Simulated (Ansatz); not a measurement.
# Single-point calculation of WH2SO3

- system: WH2SO3, multiplicity 5, SMILES [O]=[W]([OH])([OH])=[S]
- method: UKS CAM-B3LYP-d3bj/def2-mTZVPP (Ansatz 0.2.0)

Some settings of this run were made unusual or wrong on purpose. The geometry comes from this level: PBE0-D4/def2-TZVP.

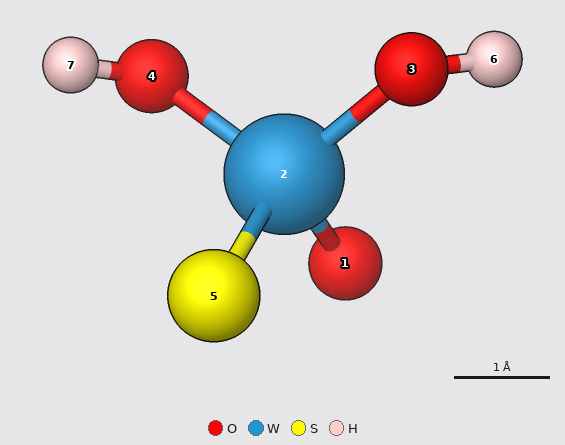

**Figure 1.** The input geometry (ball-and-stick view, seen at a tilt; atoms are numbered from 1 in the order of the input). Sticks mark near contacts. Bond lengths as drawn: H–O 0.96 Å, O–W 1.70 to 1.88 Å and S–W 2.14 Å.

Input
```yaml
crystal:
  periodic: [false, false, false]
  atoms:
    - {symbol: O, position_ang: [-1.205038, -1.425184, 0.516099]}
    - {symbol: W, position_ang: [-0.313773, -0.044914, 0.091900]}
    - {symbol: O, position_ang: [1.138481, 0.146647, 1.262845]}
    - {symbol: O, position_ang: [0.289336, -0.265952, -1.668814]}
    - {symbol: S, position_ang: [-1.559784, 1.684880, 0.230764]}
    - {symbol: H, position_ang: [1.400674, -0.516083, 1.906661]}
    - {symbol: H, position_ang: [0.250113, 0.420607, -2.339455]}
basis:
  gaussian: {orbitals: def2-mTZVPP, point_charges: [{charge: -1.00, position_ang: [5.519, -0.836, -0.128]}]}
magnetization: {spin_polarized: true, initial_magnetization: 4}
hamiltonian: {xc: {name: CAM-B3LYP}, dispersion: d3bj}
```

Run on 4 threads of Arm Neoverse V1, 23 GiB of memory available, shared host.

Launched with:
```bash
ansatz run in.yaml --threads 4 --pin off --events-out ev --progress --plain --max-ram 10444MiB
```

What the program printed
```
Functional definition: CAM-B3LYP
  name "CAM-B3LYP"
  cite "Yanai, Tew & Handy, Chem. Phys. Lett. 393, 51 (2004) doi:10.1016/j.cplett.2004.06.011"
  cite "Iikura, Tsuneda, Yanai & Hirao, J. Chem. Phys. 115, 3540 (2001) doi:10.1063/1.1383587"
  cite "Becke, Phys. Rev. A 38, 3098 (1988) doi:10.1103/PhysRevA.38.3098"
  cite "Lee, Yang & Parr, Phys. Rev. B 37, 785 (1988) doi:10.1103/PhysRevB.37.785"
  cite "Vosko, Wilk & Nusair, Can. J. Phys. 58, 1200 (1980) doi:10.1139/p80-159"
  parameter alpha = 0.19
  parameter beta = 0.46
  parameter omega = 0.33/bohr
  parameter ac = 0.81
  # Exact exchange under (alpha + beta erf(omega r))/r, Becke's under what is left of 1/r.
  exchange = (1 - alpha - beta)*b88_x + beta*b88_x_sr(omega) + alpha*exact_x + beta*exact_x_lr(omega)
  correlation = (1 - ac)*vwn5_c + ac*lyp_c
1185 factors; their error is unknown
393 factors; integrals over basis functions are off by at most 1.4e-5 eV
mean field evaluation 1: about -18815.5431 eV, gradient 6.6e1 eV
mean field evaluation 2: about -18710.8851 eV, gradient 1.6e2 eV
mean field evaluation 4: about -18830.0620 eV, gradient 1.5e1 eV
mean field evaluation 8: about -18830.9415 eV, gradient 8.2e-1 eV
mean field evaluation 16: about -18831.0346 eV, gradient 6.2e-2 eV
mean field evaluation 32: about -18831.0351 eV, gradient 2.7e-4 eV
mean field -18831.03511458 eV, -692.0277763269 hartree, gradient 3.2e-5 eV, S^2 6.022723; 6 other end points of the search recorded, 0 dependent functions left out
reference -18831.03522851 eV, -692.0277805136 hartree; 30, 26 occupied and 115, 119 virtual orbitals, 1185 factors
Total energy: -18831.20514258 eV, -692.0340247407 hartree
```

What the run reported

```csv
quantity,value
outcome,converged
total energy,−18831.2051 eV
mean-field energy,−18831.0352 eV
dispersion energy,−0.1699 eV
⟨S²⟩,6.023
SCF solution under orbital rotations,stable
wall time,14 s (CPU time 52 s)
peak memory,0.79 GiB
```

Diagnosis

This input holds a deliberate fault: spin. The program still converged, but the numbers can't be taken as results for the intended system.
